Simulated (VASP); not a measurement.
Band structure of MgS (relaxed from the rock salt structure, space group Fm-3m). Level of theory: PBEsol GGA, VASP's PBE PAW potentials (set 64) (plane waves; VASP).

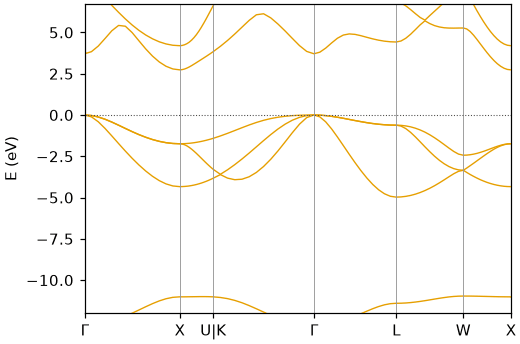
Figure. Bands along high-symmetry lines, zero at the valence-band maximum or, without a gap, the Fermi level

Read the plot: is there a gap, and where are the band edges?

The gap is indirect, 2.73 eV, from the valence maximum at Γ to the conduction minimum at X. (Edges off the drawn lines would not show.)

The structure was generated: MgS was put into the rock salt type (Fm-3m), which need not be its known phase. It was relaxed first, which changed the volume by -7 %.
